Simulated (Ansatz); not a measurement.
BeTe (zinc blende)

```
BeTe
1.0
    0.00000     2.82851     2.82851
    2.82851     0.00000     2.82851
    2.82851     2.82851     0.00000
Te Be
1 1
Direct
  0.25000   0.25000   0.25000
  0.00000   0.00000   0.00000
```

Equation-of-state scan: isotropic scaling of the cell above, V₀ being its volume. Symmetry pins the atoms to their sites.

Computed with r2SCAN (plane waves to 500 eV, PAW, scalar-relativistic; Ansatz, a program for electronic structure). k mesh 11×11×11 (Γ-centred), Fermi-Dirac smearing 0.05 eV. Energies are smeared free energies. BeTe was relaxed with its symmetry unable to fall. Spin-orbit coupling is left out, though Te is heavy. ΔE is measured from the relaxed starting cell.

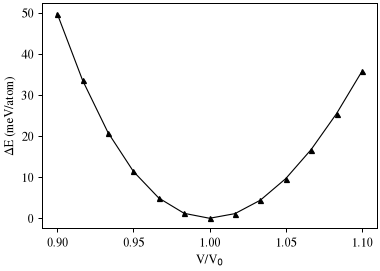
ΔE (meV/atom) against V/V₀; markers are the computed points, lines only join them.

Question: What is ΔE at V/V₀ = 1.100?

Answer: About 36 meV/atom.

Question: What is ΔE at V/V₀ = 0.900?

Answer: About 50 meV/atom.

Question: What bulk modulus B₀ follows from a third-order Birch-Murnaghan fit?

Answer: About 59 GPa.

(A scan under strain: stresses follow from slopes of the energy per volume, elastic moduli from its curvatures.)
